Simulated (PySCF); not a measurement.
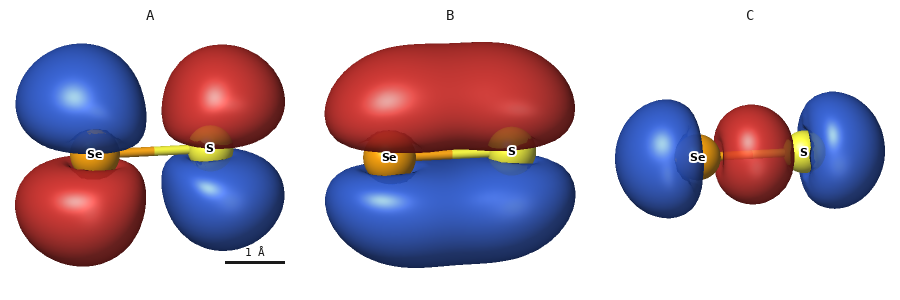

*SeS (triplet). Three frontier β-spin orbitals, each drawn at the value that holds 80 % of its norm (blue and red are the two phases), in no order; of a degenerate pair one member is drawn.*

Method: PBE0/def2-TZVPP, non-relativistic Hamiltonian with scalar-relativistic core potentials where named, at a bond length of 2.031 Å in PySCF.

> Name the orbitals and rank them from lowest to highest energy.

Orbital C: σ, occupied in this spin, −10.17 eV; shared between the atoms (Se 50 %, S 50 %).
Orbital B: π, occupied in this spin, −8.75 eV; bonding, with no node between the atoms.
Orbital A: π, empty in this spin, −3.63 eV; antibonding, with a node between the atoms.
